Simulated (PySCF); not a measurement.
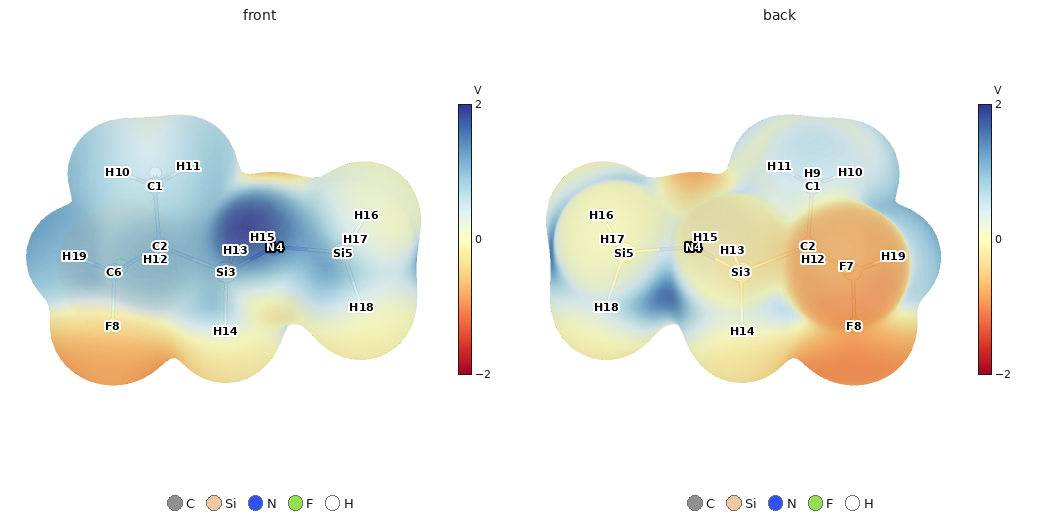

The picture shows: C3H11F2NSi2 (SMILES C[C@H]([SiH2]N[SiH3])C(F)F). The electrostatic potential painted on the density surface at 0.002 e/bohr³, seen from the front and from behind; red is negative and blue positive.

Geometry: GFN2-xTB.

Theory: PySCF, PBE0/pcSseg-1, SCF density, gas phase, non-relativistic.

```yaml
atoms:
  - { symbol: C, position_ang: [-1.4181, 1.1481, -0.8902] }
  - { symbol: C, position_ang: [-1.2188, 0.3175, 0.3728] }
  - { symbol: Si, position_ang: [0.3392, -0.7929, 0.2875] }
  - { symbol: N, position_ang: [1.6713, 0.3050, 0.2397] }
  - { symbol: Si, position_ang: [3.3439, -0.1056, 0.0329] }
  - { symbol: C, position_ang: [-2.4299, -0.5539, 0.5993] }
  - { symbol: F, position_ang: [-2.4930, -1.5636, -0.3087] }
  - { symbol: F, position_ang: [-2.3803, -1.1595, 1.8147] }
  - { symbol: H, position_ang: [-1.5766, 0.4949, -1.7452] }
  - { symbol: H, position_ang: [-2.2808, 1.8083, -0.7965] }
  - { symbol: H, position_ang: [-0.5378, 1.7553, -1.0832] }
  - { symbol: H, position_ang: [-1.1644, 0.9847, 1.2378] }
  - { symbol: H, position_ang: [0.3299, -1.5534, -0.9602] }
  - { symbol: H, position_ang: [0.3704, -1.6755, 1.4569] }
  - { symbol: H, position_ang: [1.5037, 1.2220, 0.6214] }
  - { symbol: H, position_ang: [4.0209, 1.1612, -0.2470] }
  - { symbol: H, position_ang: [3.4068, -1.0407, -1.0849] }
  - { symbol: H, position_ang: [3.8945, -0.7282, 1.2407] }
  - { symbol: H, position_ang: [-3.3908, -0.0146, 0.5446] }
```

Q: Which sites attract a positive test charge, and which a negative one?

A: A positive charge is drawn to the negative regions and a negative charge to the positive ones. The most negative region (about −1.0 V) lies over F7 and F8, the most positive (about +1.9 V) over H15.
